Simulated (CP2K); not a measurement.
Band structure of MgF2 (P4_2/mnm, 6 atoms in the cell).

```
MgF2
1.0
    4.73273     0.00000     0.00000
    0.00000     4.73273     0.00000
    0.00000     0.00000     3.12442
Mg F
2 4
Direct
  0.00000   0.00000   0.00000
  0.50000   0.50000   0.50000
  0.30300   0.30300   0.00000
  0.80300   0.19700   0.50000
  0.19700   0.80300   0.50000
  0.69700   0.69700   0.00000
```

Level of theory: PBE, GPW, DZVP-MOLOPT-SR-GTH basis, GTH-PBE potentials (GTH_POTENTIALS) run with CP2K.

Settings: CUTOFF = 1000 Ry; REL_CUTOFF = 40 Ry; SMEAR/METHOD = FERMI_DIRAC; ELECTRONIC_TEMPERATURE = 232.09 K; KPOINTS/SCHEME = MACDONALD 4 4 6 0.125 0.125 0.08333333333; XC_FUNCTIONAL = PBE; Mg/BASIS_SET = DZVP-MOLOPT-SR-GTH-q10; Mg/POTENTIAL = GTH-PBE-q10; F/BASIS_SET = DZVP-MOLOPT-SR-GTH-q7; F/POTENTIAL = GTH-PBE-q7; METHOD = GPW; EPS_DEFAULT = 1e-11; EXTRAPOLATION = USE_GUESS; NGRIDS = 5.

The starting cell has typed, rounded lattice constants, without a prior relaxation at this level. Its lattice was rescaled by a random factor within 2.5 % of one. Values carry the incompleteness of an atom-centred basis.

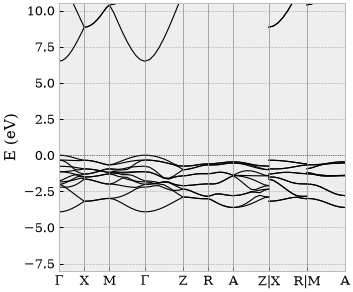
Fig. 1. Bands along the path, energies from the top of the valence band on the SCF mesh.

Problem. Read off roughly the gap and where its edges lie.

Solution. The gap along the path is about 6.5 eV (computed: 6.50 eV), direct at Γ to within 0.01 eV.

Levels in eV from the top of the valence band on the SCF mesh, bands 21 to 25:
```
point     21     22     23     24     25
-----  -----  -----  -----  -----  -----
Γ      -0.76  -0.33  -0.33   0.00   6.50
X      -0.95  -0.95  -0.35  -0.35   8.86
M      -0.94  -0.94  -0.67  -0.67  10.39
Z      -1.00  -1.00  -0.75  -0.75  11.24
R      -0.67  -0.67  -0.60  -0.60  12.52
A      -0.54  -0.54  -0.46  -0.46  12.57
```

Higher empty bands are left out: an atom-centred basis made for the valence describes them poorly.
